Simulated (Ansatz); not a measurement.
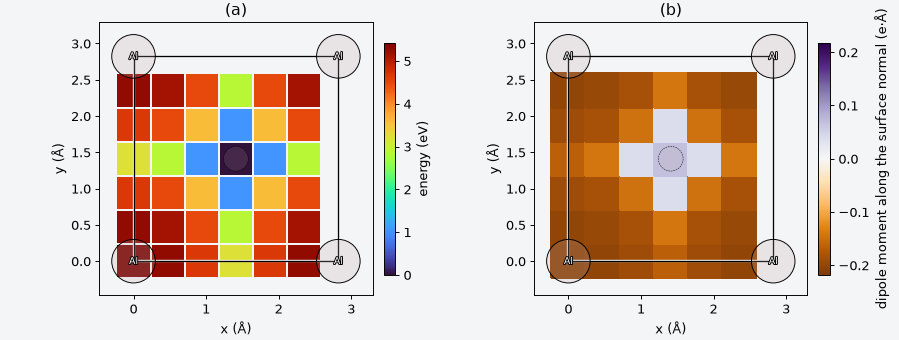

N on an Al(100) slab cut from the Fm-3m phase, its upper half relaxed before the scan (3 atoms of substrate and one adsorbate in a 1 × 1 cell). N is moved over the surface cell; relaxed at each place: the height of the adsorbate's atoms; substrate rigid; the origin of the map has the adsorbate above Al3. Places are given modulo a cell vector. The map is drawn in real space over the plane of the surface. The grid has 6 × 6 points; 10 points were computed and 26 follow by symmetry. All energies are given in eV relative to the lowest grid point. The relaxed height changes by up to 0.8 Å between neighbouring points. With one adsorbate in each 1 × 1 cell, its nearest image is 2.8 Å away, so neighbouring adsorbates interact. Method: DFT r2SCAN, scalar-relativistic, plane waves, PAW in Ansatz. Settings: cutoff 500 eV, k-mesh 9×9×1, gaussian smearing 0.1 eV, no spin polarisation.

Panel (a) is the energy and panel (b) the computed dipole moment along the surface normal on the same grid.

Drawn: one coloured cell a grid point, labelled circles for the atoms of the top layer and small ones for the second layer, the outline of one cell of the plane.

### How does the dipole moment along the surface normal vary over the map, and what is it at the lowest grid point?

It runs from −0.21 e·Å at the top site over a surface Al atom, (0/6, 0/6) of the cell vectors to 0.07 e·Å at a fourfold hollow over a second-layer Al atom, (3/6, 3/6) of the cell vectors. At the lowest grid point, a fourfold hollow over a second-layer Al atom, (3/6, 3/6) of the cell vectors, it is 0.07 e·Å.
